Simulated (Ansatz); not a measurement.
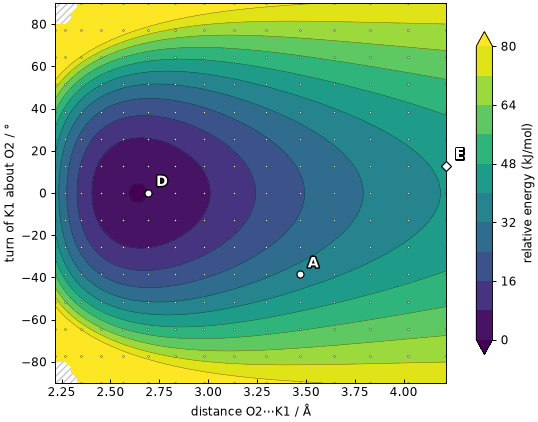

H2KO, charge +1. 
- The turn is about an axis along (−0.16, 0.99, 0.05) in the frame of the relaxed pair, normal to the line between the partners.
- The first coordinate is: distance O2···K1; the second: turn of K1 about O2.
- Grid: 15 × 15 points; 167 points were computed and 54 follow by symmetry. At 4 points there is no value (left out of the scan, as a rule where atoms come close).
- Points are written as (first, second).
- All energies are given in kJ/mol relative to the lowest grid point.
- Level of theory: RHF-MP2, frozen core/def2-TZVPD (Ansatz 0.2.0).

Drawn: filled contours, dots at the grid points, one colour for all values above the top of the scale, hatched blanks where no value was computed, lettered points. Between grid points the surface is interpolated.

What kind of point is each of A, D: minimum, saddle, maximum or slope?

A: on a slope; D: minimum. (In these two coordinates alone; a stationary point may lie a little off the grid point.)

Rank the lettered points by energy, lowest first.

D (0 kJ/mol), A (35 kJ/mol), E (41 kJ/mol).
